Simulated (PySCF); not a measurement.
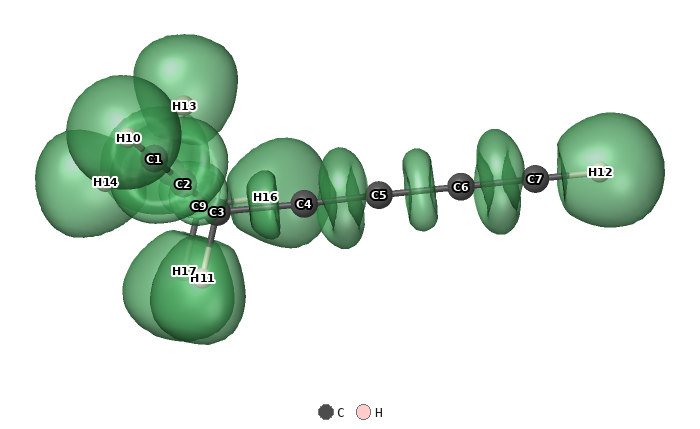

Figure. C9H8 (SMILES C#C[C@H](C#C[C]=[CH+])CC) (charge +1, doublet). Isosurface of the ELF at 0.8 (green), seen from one side. Core shells and regions of very low density are left out.

Geometry: GFN2-xTB.

These are results of UKS B3LYP, pcH-1 on C H, non-relativistic, mean-field spin-orbit, GIAO (PySCF 2.14.0, density-fitted response routines), not measurements.

```xyz
17

C    -0.5605    3.2998    0.2406
C    -0.4800    2.1086    0.4053
C    -0.4113    0.6808    0.5813
C     0.8481    0.1375    0.2001
C     1.9214   -0.3279   -0.1560
C     3.0940   -0.8602   -0.5314
C     4.1534   -1.3500   -0.8734
C    -1.6317   -0.0427   -0.1034
C    -1.6649   -1.5275    0.1670
H    -0.6364    4.3422    0.1118
H    -0.5508    0.4684    1.6571
H     5.0723   -1.7723   -1.1700
H    -1.5347    0.1479   -1.1754
H    -2.5403    0.4407    0.2566
H    -2.5081   -1.9628   -0.3714
H    -0.7569   -2.0215   -0.1715
H    -1.8207   -1.7491    1.2217
```

> Where are the electrons localised?

At this value the surface marks out eight regions between bonded C–C atoms (shared pairs) and eight regions around hydrogen nuclei.

Values along the shortest contacts:
C–C (1.21 Å): the ELF peaks at about 0.85 between the atoms: a multiple bond. C–H (1.05 Å): the ELF climbs to about 1 towards the hydrogen, as it does in any bond to H (an ordinary covalent bond to hydrogen).
